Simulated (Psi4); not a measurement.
Approach curve of the dimer C3H9Al ··· COS (SMILES [CH3][Al]([CH3])[CH3] and O=C=S). Monomers: optimised at B3LYP-D3(BJ) (def2-SVP and def2-TZVP), held rigid. Orientation: lowest of the rigid-body minima from ten starts at GFN2-xTB (searched outside a hard wall at short contacts). The monomers approach along the line of their centres of mass (distance R); nothing else relaxes. The shortest distances reach bonding range, where SAPT0 and rigid monomers are unreliable.

Level of theory: SAPT0/jun-cc-pVDZ, frozen core run with Psi4 1.11.

Components in kcal/mol:

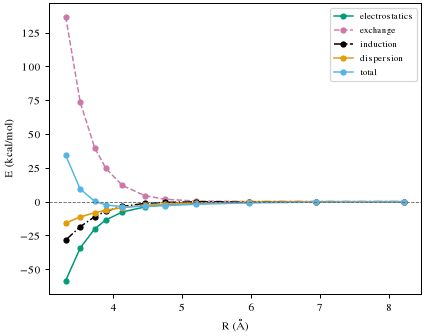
Figure: Components of the interaction energy.

```
R / Å  electrostatics  exchange  induction  dispersion  total
-----  --------------  --------  ---------  ----------  -----
3.32           -58.37    136.80     -28.41      -15.80  34.21
3.53           -34.34     73.68     -18.64      -11.36   9.35
3.74           -20.18     39.75     -11.13       -8.21   0.23
3.90           -13.58     24.73      -7.17       -6.43  -2.46
4.14            -7.73     12.01      -3.55       -4.48  -3.75
4.47            -3.87      4.35      -1.32       -2.76  -3.60
4.76            -2.31      1.74      -0.58       -1.83  -2.97
5.21            -1.21      0.40      -0.18       -1.00  -2.00
5.97            -0.55      0.03      -0.04       -0.41  -0.97
6.95            -0.25      0.00      -0.01       -0.15  -0.41
8.23            -0.11      0.00       0.00       -0.05  -0.16
```
